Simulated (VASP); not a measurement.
Band structure of BaTiO3 (tetragonal perovskite). Level of theory: optB88-vdW, VASP's PBE PAW potentials (set 64) (plane waves; VASP).

Unless said otherwise, spin-orbit coupling is left out, though it shifts the bands of the heavy elements here.

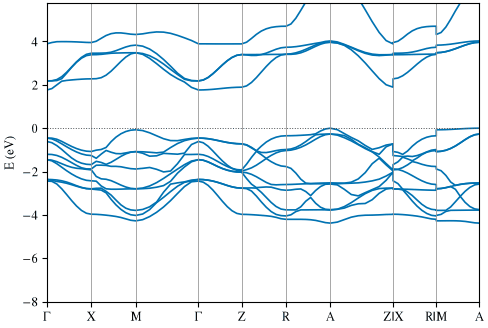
Figure. Bands along high-symmetry lines, zero at the valence-band maximum or, without a gap, the Fermi level

### Question
Read the plot: is there a gap, and where are the band edges?

### Answer
The gap is indirect, 1.76 eV, from the valence maximum at A to the conduction minimum at Γ. (Edges off the drawn lines would not show.)

The compound is BaTiO3 in the tetragonal perovskite structure. It was relaxed first.
